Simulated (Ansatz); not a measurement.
BGeH3

The calculation's input:

```
crystal:
  periodic: [false, false, false]
  atoms:
    - {symbol: B, position_ang: [0.073117, 0.179891, -0.202510]}
    - {symbol: Ge, position_ang: [1.640090, 0.664783, -1.188224]}
    - {symbol: H, position_ang: [1.128956, -0.452162, 0.234693]}
    - {symbol: H, position_ang: [-0.992051, -0.167220, 0.218080]}
    - {symbol: H, position_ang: [0.480998, 1.381278, 0.106631]}
basis:
  gaussian:
    orbitals: def2-TZVPD
hamiltonian:
  xc: pbe0
output:
  forces: true
  orbitals: {seedname: orbitals}
```

Command:

```sh
ansatz run input.yaml --threads 1 --pin off --max-ram 2610MiB --events-out events.jsonl --progress --plain --runs-dir runs
```

Geometry: B3LYP-D3(BJ)/def2-SVP.

Method: Ansatz 0.2.0, isolated molecule in a Gaussian basis; Kohn-Sham density functional theory, functional PBE0.

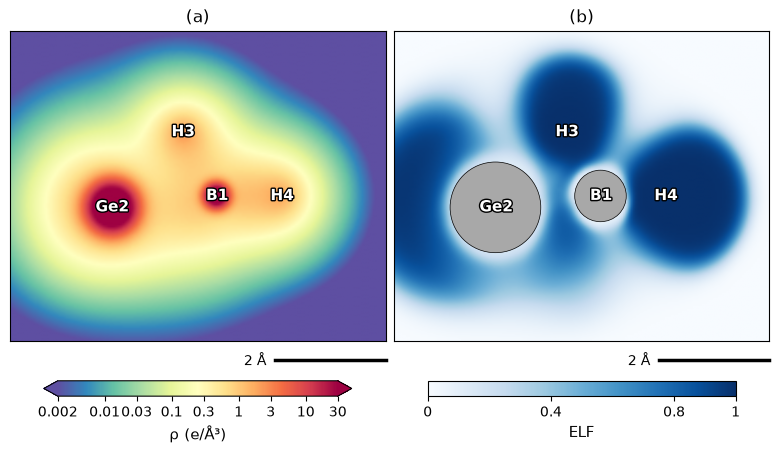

Figure 1. (a) total electron density; (b) electron localisation function on the plane of atoms B1, Ge2 and H3. Grey discs cover the atomic cores in the ELF map.

Read the bonding off the picture.

- Atoms in the plane: B, Ge and H.
- Ge–B (1.91 Å): the density is about 0.76 e/Å³ at the midpoint; the ELF peaks at about 0.65 in the valence shell of B, 0.8 Å from its nucleus, and is about 0.45 at the midpoint.
- B–H (1.20 Å): ρ at the midpoint is about 1.2 e/Å³; the ELF climbs to about 1 towards the hydrogen, as it does in any bond to H; a covalent bond by its length.
- Ge–H (1.88 Å): ρ at the midpoint is about 0.52 e/Å³; the ELF climbs to about 1 towards the hydrogen.

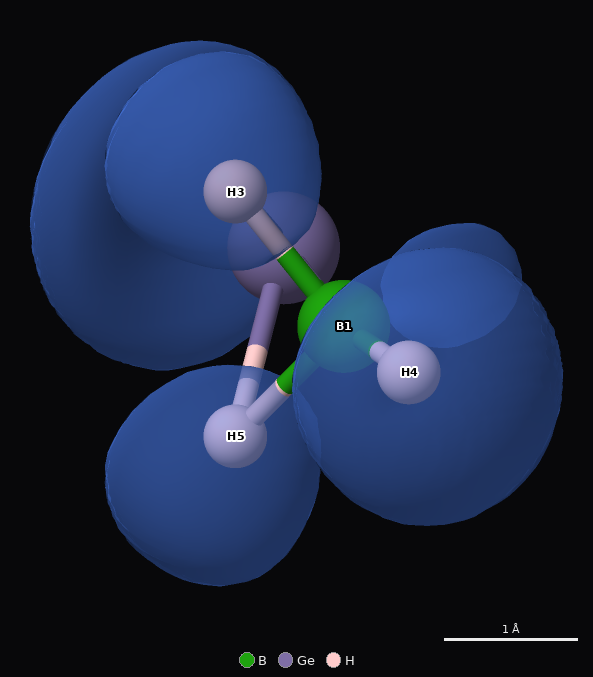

Figure 2. Isosurface of the ELF at 0.9 (blue), seen at an oblique angle. Core shells and regions of very low density are left out.

Describe the localisation domains.

At this value the surface marks out three regions around hydrogen nuclei and two lobes on Ge, pointing away from the bonds (lone pairs).

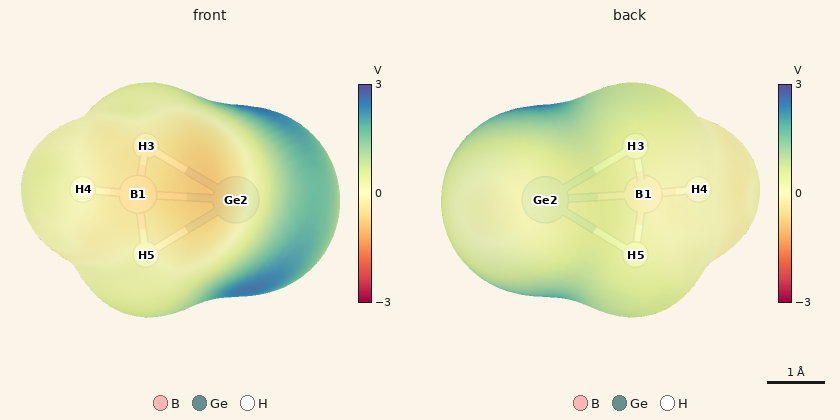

Figure 3. The molecular electrostatic potential painted on the density surface at 0.004 e/bohr³, seen from the front and from behind; red is negative and blue positive.

Describe the electrostatic potential map.

The most negative region (about −0.9 V, or −21 kcal/mol for a unit charge) lies over H4, the most positive (about +2.5 V, or +58 kcal/mol for a unit charge) over Ge2.

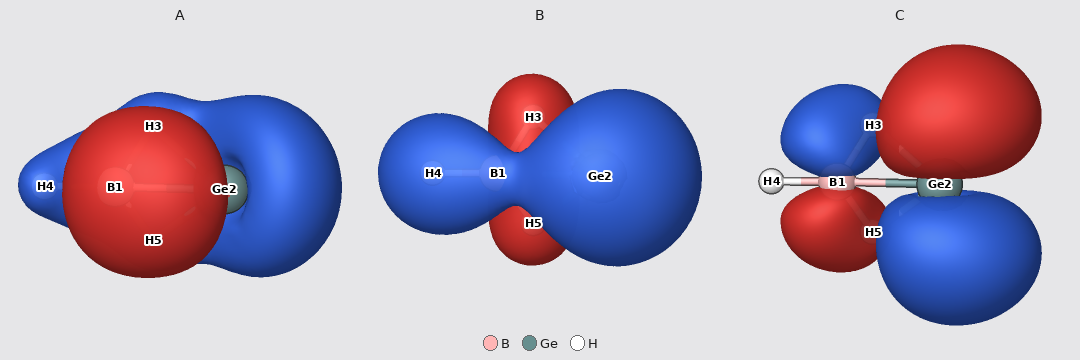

Figure 4. Three frontier orbitals at ±0.08 Å⁻³ᐟ² (blue and red are the two phases), in no order.

Which picture is the HOMO−1, the HOMO and the LUMO?

B is the HOMO−1 (−9.29 eV). It lies mainly on Ge2 (about 50 %), B1 (about 20 %), H4 (about 15 %), H3 (about 5 %) and H5 (about 5 %). A is the HOMO (−6.40 eV). Its weight (Hirshfeld) is mainly on Ge2 (about 55 %) and B1 (about 30 %). C is the LUMO (−1.82 eV). Its weight (Hirshfeld) is mainly on Ge2 (about 80 %) and B1 (about 10 %).

What is the HOMO–LUMO gap?

4.58 eV between the orbital energies.
